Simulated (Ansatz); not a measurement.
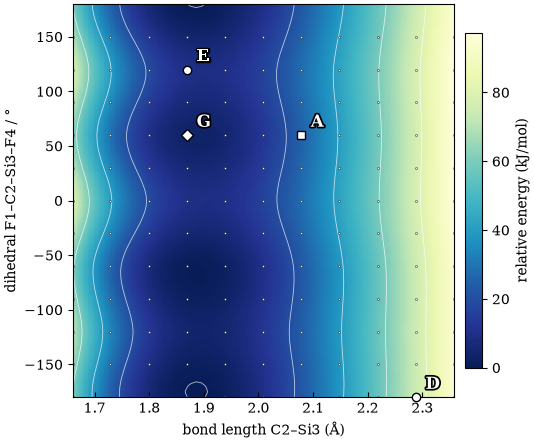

CH3F3Si, SMILES FC[SiH](F)F. 
- Coordinates scanned: (1) bond length C2–Si3; (2) dihedral F1–C2–Si3–F4.
- Nothing is relaxed (all other coordinates rigid).
- The scan uses an 11 × 12 grid.
- Energies: kJ/mol, counted from the lowest grid point.
- All numbers below come from RKS PBE-D4/def2-TZVP (Ansatz).

The picture shows a smooth colour map with a few white contour lines, dots at the grid points, lettered points. Between grid points the surface is interpolated.

Question: Is D the lowest point of the computed grid?

Answer: No. D lies 75 kJ/mol above the lowest grid point, which is at bond length C2–Si3 = 1.869 Å, dihedral F1–C2–Si3–F4 = −180°.

Question: Rank the lettered points by energy, lowest first.

Answer: G (3.4 kJ/mol), E (10 kJ/mol), A (25 kJ/mol), D (75 kJ/mol).

Question: What kind of point is each of A, D, G: minimum, saddle, maximum or slope?

Answer: A: on a slope; D: on a slope; G: minimum. (In these two coordinates alone; a stationary point may lie a little off the grid point.)
